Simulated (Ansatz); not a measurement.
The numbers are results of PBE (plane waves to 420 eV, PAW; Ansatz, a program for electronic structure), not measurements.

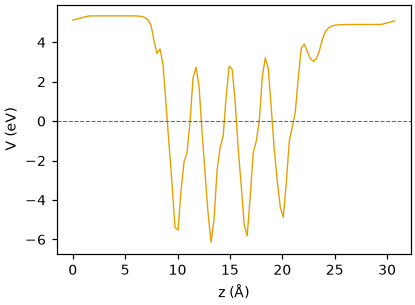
Fig. 1. Plane-averaged electrostatic potential energy along the normal, in eV from the Fermi level, for a constructed model of the (111)B surface of zinc-blende GaAs, As-terminated, 2x2 Ga adatom at T1 (bottom of the slab: 3 H on 4 bottom sites)

Model: 36-atom slab, 14.9 Å thick at the start with caps and adatoms, 3x3x1 mesh, Fermi-Dirac 0.025 eV, dipole correction, 8 atoms held, the rest relaxed; held to the start's symmetry, so lower structures may exist; no spin (in PBE a spin-polarised start ends no clearly lower), no spin-orbit, no U. The slab shows no gap on its mesh. In PBE it lies 0.29 eV a 1x1 cell over the lowest computed structure of the same composition (2x2 Ga adatom at H3).

The vacuum level lies 4.90 eV above the Fermi level over the top face and 5.34 eV above it under the bottom face.
